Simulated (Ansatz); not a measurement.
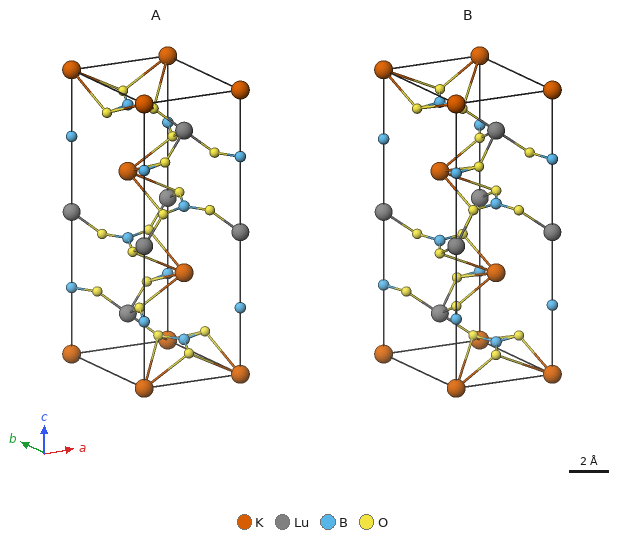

Two geometries of solid KLuB2O6 (a generated structure, set up in R-3), drawn at one scale. One is the start of a relaxation, the other its converged end. A ball-and-stick model of the conventional cell (3 times the calculation's cell), seen from a free direction. Lengths and directions refer to the drawn axes.

The calculation used DFT, PAW plane waves, r2SCAN (Ansatz 0.2.0). Settings: plane-wave cutoff 500 eV; k-point mesh 5 × 5 × 5; occupations fermi dirac; smearing width 0.1 eV; no spin polarisation; atoms relaxed in a fixed cell; at most 60 steps.

> Which of the two is the end point?

Structure B is the relaxed one. The start is a swapped structure. The largest moves, 0.28 Å, are those of O atoms. Largest moves by element: O 0.28 Å, B 0.15 Å. K and Lu stay in place. The cell stays as it was. Among the contacts that change: K–O 2.919 → 2.669 Å, Lu–O 1.970 → 2.149 Å, K–O 3.175 → 3.330 Å, B–O 1.405 → 1.349 Å. Among the angles between lasting bonds that change: K–O–B 97.8° → 107.6°, K–O–Lu 102.5° → 93.9°, K–O–B 87.1° → 78.5°. The space group stays R-3 (No. 148). After 6 accepted moves (7 points after the start) the energy has fallen by 207 meV per atom. Largest force component: 4.9 eV/Å at the start, 0.0083 eV/Å at the end. 1 step only repeated the SCF at the same geometry. Cost: 2.9 min on 2 threads of Arm Neoverse V1, with other jobs on the host, peak memory 0.91 GiB.
